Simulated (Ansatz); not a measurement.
The starting structures come from a database of crystals and need not be the phases stable at ambient conditions.

 Where the default PAW files enter, the runs use the earlier of Ansatz's two default sets.

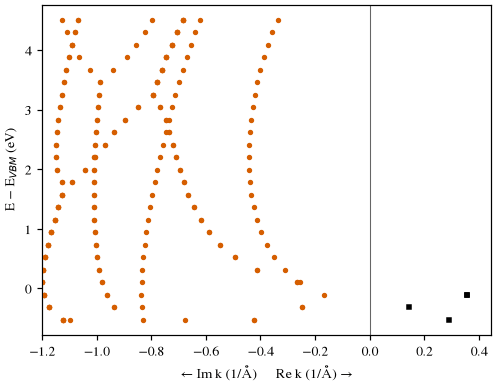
*Complex bands at the centre of the two-dimensional zone; r2SCAN in Ansatz (an electronic-structure program)*

The gap is the functional's own. No spin-orbit coupling. Mid-gap values are interpolated on the energy grid.

**Question.** This is K2H6Pt (Fm-3m, not sure to be the ambient phase, 9 atoms a cell, 14.9 Å³ an atom) along the normal of (111). Read off the slowest decay at the centre of the two-dimensional zone at 2.21 eV, the computed energy nearest the middle of the gap.

**Answer.** κ ≈ 0.44 1/Å, a decay length 1/(2κ) of the density of 1.1 Å.
